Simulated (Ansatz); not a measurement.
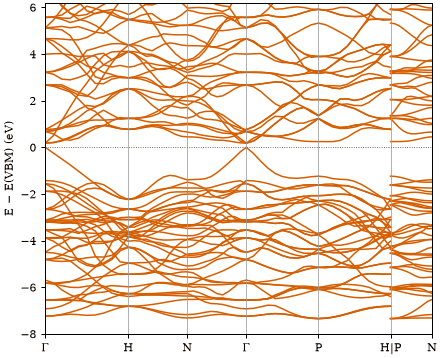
Figure: Band structure from DFT-LDA in the program Ansatz with PAW potentials

Question: Read off the gap and where the band edges lie.

Answer: About 0.2 eV (0.18 eV by a search for the band edges); maximum at Γ, minimum at Γ.

The material is As$_{3}$Ir in space group Im-3 (No. 204; Ir on 8c, As on 24g).

The workflow started from an entry of the Crystallography Open Database (COD). Its standing as an ambient phase is unchecked. The LDA relaxation kept the symmetry of its start; of distortions, only those at the zone centre were tested. No spin polarisation was allowed. Spin–orbit coupling is left out wherever it is not named.

Potentials: the later of the program's two PAW sets.
